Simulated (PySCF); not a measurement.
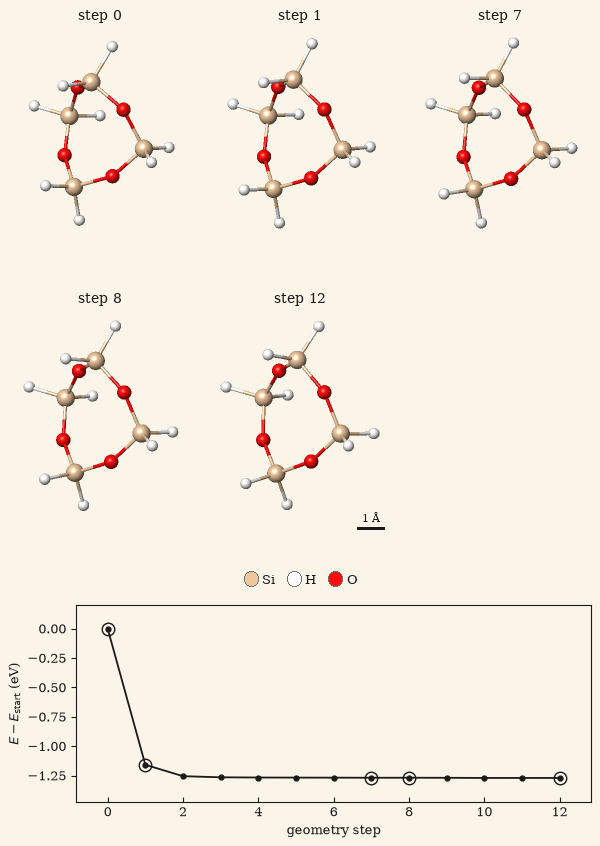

Frames of a relaxation of Si4H8O4, marked on the history of the run. Style: ball-and-stick. Shown from a free direction.

The start comes from GFN2-xTB. Its atoms were then displaced at random by about 0.03 Å.

All numbers below come from PySCF 2.14.0, density-fitted response routines, PBE0-D3(BJ)/def2-SVP geometry optimisation, gas phase. 

Describe the path.

An H atom moves most after the best rigid fit: 0.60 Å. By element the largest moves are H 0.60 Å, Si 0.30 Å, O 0.10 Å. Some distances before and after: O–Si 1.533 → 1.649 Å, H–Si 1.390 → 1.488 Å, H–Si 1.431 → 1.484 Å, H–Si 1.529 → 1.485 Å. Among the angles between lasting bonds that change: H–Si–H 124.0° → 111.7°, Si–O–Si 145.6° → 156.8°, H–Si–O 100.2° → 108.5°. After 12 geometry steps the energy has fallen by 1.270 eV. From step 0 to 1: an H atom moves most (0.17 Å), energy −1.158 eV. From step 1 to 7: H atoms move most (0.17 Å), energy −0.110 eV. From step 7 to 8: an H atom moves most (0.11 Å), energy +0.000 eV. From step 8 to 12: H atoms move most (0.19 Å), energy −0.002 eV.

```csv
step,"E − E(0), eV"
0,0.0000
1,-1.1580
2,-1.2551
3,-1.2646
4,-1.2663
5,-1.2672
6,-1.2677
7,-1.2684
8,-1.2683
9,-1.2688
10,-1.2701
11,-1.2700
12,-1.2701
```
